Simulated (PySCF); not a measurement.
**MP2/6-31G(d) (density fitting with def2-universal-jkfit, spherical functions) run of SiH2S2 (SMILES S[Si]S)**

Aim: the electrostatic solvation energy at fixed shape (C-PCM, pyridine) of SiH2S2 at MP2/6-31G* (density fitting with def2-universal-jkfit, spherical functions), from 2 runs. Input form: a Python script.

Program for the calculation: PySCF 2.14.0.

5 further runs of the same task are left out: 2 that didn't finish, 3 set aside as unsound or not needed.

## Step 1: The system as given

The species is SiH2S2 (5 atoms), meant as a singlet with charge 0. SMILES: `S[Si]S`. The shape is that of a PBE0-D4/def2-TZVP optimisation. This is one conformer, not always the lowest.

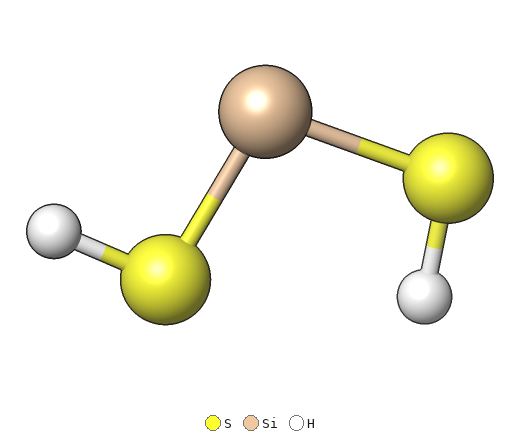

Viewed from a chosen angle; sulfur yellow, silicon light orange, hydrogen white.

## Step 2: The energy at MP2/6-31G(d) (density fitting with def2-universal-jkfit, spherical functions)

Input file mol.sdf:

```

     RDKit          3D

  5  4  0  0  0  0  0  0  0  0999 V2000
   -0.6407   -1.0238   -0.5412 S   0  0  0  0  0  0  0  0  0  0  0  0
   -0.6552    0.9689    0.2378 Si  0  0  0  0  0  3  0  0  0  0  0  0
    1.4265    1.1173    0.7342 S   0  0  0  0  0  0  0  0  0  0  0  0
   -1.9547   -1.0422   -0.8251 H   0  0  0  0  0  0  0  0  0  0  0  0
    1.8741   -0.0939    0.3529 H   0  0  0  0  0  0  0  0  0  0  0  0
  2  1  2  0
  3  2  1  0
  4  1  1  0
  5  3  1  0
M  CHG  2   1   1   2  -1
M  END
$$$$
```

Input file run.py:

```python
from pyscf import gto, mp
from rdkit import Chem

rd = Chem.MolFromMolFile('mol.sdf', removeHs=False, sanitize=False)
xyz = rd.GetConformer().GetPositions()
geom = [(a.GetSymbol(), tuple(x)) for a, x in zip(rd.GetAtoms(), xyz)]
for s, x in geom:
    print('%-2s %12.6f %12.6f %12.6f' % (s, *x))

system = gto.Mole()
system.atom = geom
system.max_memory = 1860
system.verbose = 3
system.basis = '6-31g*'
system.build()

mf = system.RHF()
mf = mf.density_fit(auxbasis='def2-universal-jkfit')
mf.kernel()

pt = mp.MP2(mf).run()
e_final = pt.e_tot
print('E(%s) = %.9f' % ('MP2', e_final))
```

Launch:

```
$ OMP_NUM_THREADS=1 python run.py
```

Log:

```text
S     -0.640700    -1.023800    -0.541200
Si    -0.655200     0.968900     0.237800
S      1.426500     1.117300     0.734200
H     -1.954700    -1.042200    -0.825100
H      1.874100    -0.093900     0.352900
converged SCF energy = -1085.12305849462
E(DFRMP2) = -1085.45129572821  E_corr = -0.328237233596762
E(SCS-DFRMP2) = -1085.44864462345  E_corr = -0.325586128835472
E(MP2) = -1085.451295728
```

Run time: 0.93 s. Hardware: 1 thread of Arm Neoverse V2, shared host; peak memory 0.16 GiB.

## Step 3: The energy at MP2/6-31G(d) (density fitting with def2-universal-jkfit, spherical functions, C-PCM pyridine)

mol.sdf is that of step 2.

Input file job.py:

```python
from pyscf import gto, mp, solvent
from rdkit import Chem

rd = Chem.MolFromMolFile('mol.sdf', removeHs=False, sanitize=False)
xyz = rd.GetConformer().GetPositions()
geom = [(a.GetSymbol(), tuple(x)) for a, x in zip(rd.GetAtoms(), xyz)]
for s, x in geom:
    print('%-2s %12.6f %12.6f %12.6f' % (s, *x))

molecule = gto.M(
    atom=geom,
    spin=0,
    basis='6-31g*',
    verbose=3,
    max_memory=1860,
)

calc0 = molecule.RHF()
calc0 = calc0.density_fit(auxbasis='def2-universal-jkfit')
calc0 = calc0.PCM()
calc0.with_solvent.method = 'C-PCM'
calc0.with_solvent.eps = 12.978
calc0.kernel()

pt = mp.MP2(calc0).run()
e_final = pt.e_tot
print('E = %.10f Eh' % e_final)
```

Launch:

```
$ OMP_NUM_THREADS=1 python job.py
```

Log:

```text
S     -0.640700    -1.023800    -0.541200
Si    -0.655200     0.968900     0.237800
S      1.426500     1.117300     0.734200
H     -1.954700    -1.042200    -0.825100
H      1.874100    -0.093900     0.352900

WARN: PCM is an experimental feature. It is still in testing.
Features and APIs may be changed in the future.

converged SCF energy = -1085.13021530685
E(DFRMP2) = -1085.45765427741  E_corr = -0.327438970564266
E(SCS-DFRMP2) = -1085.45489732015  E_corr = -0.324682013303395
E = -1085.4576542774 Eh
```

Run time: 6.3 s. Hardware: 1 thread of Arm Neoverse V2, shared host; peak memory 0.23 GiB.

## Step 4: Outcome

Level: MP2/6-31G* (density fitting with def2-universal-jkfit, spherical functions).

| quantity | value |
| --- | --- |
| gas phase: total energy | -1085.45130 Eh |
| gas phase: dipole moment (Hartree–Fock density) | 1.44 D |
| gas phase: HOMO energy (Hartree–Fock orbitals) | -9.57 eV |
| gas phase: LUMO energy (Hartree–Fock orbitals) | 0.73 eV |
| gas phase: HOMO–LUMO gap (Hartree–Fock orbitals) | 10.30 eV |
| gas phase: correlation energy | -328.2 mEh |
| C-PCM, pyridine: total energy | -1085.45765 Eh |
| C-PCM, pyridine: dipole moment (Hartree–Fock density) | 1.93 D |
| C-PCM, pyridine: HOMO energy (Hartree–Fock orbitals) | -9.41 eV |
| C-PCM, pyridine: LUMO energy (Hartree–Fock orbitals) | 0.96 eV |
| C-PCM, pyridine: HOMO–LUMO gap (Hartree–Fock orbitals) | 10.37 eV |
| C-PCM, pyridine: correlation energy | -327.4 mEh |
| C-PCM, pyridine: solvent term in the energy | -21.0 kJ/mol |
| energy change from gas to solvent at fixed shape | -0.173 eV |

What this shows: The solvent model (C-PCM, pyridine) lowers the energy by 0.17 eV (−4.0 kcal/mol) at the same shape. It holds the electrostatic part alone, without cavity or dispersion terms. Mulliken charges (C-PCM, pyridine) of the mean-field density run from -0.44 on S3 to +0.54 on Si2; they depend strongly on the basis.
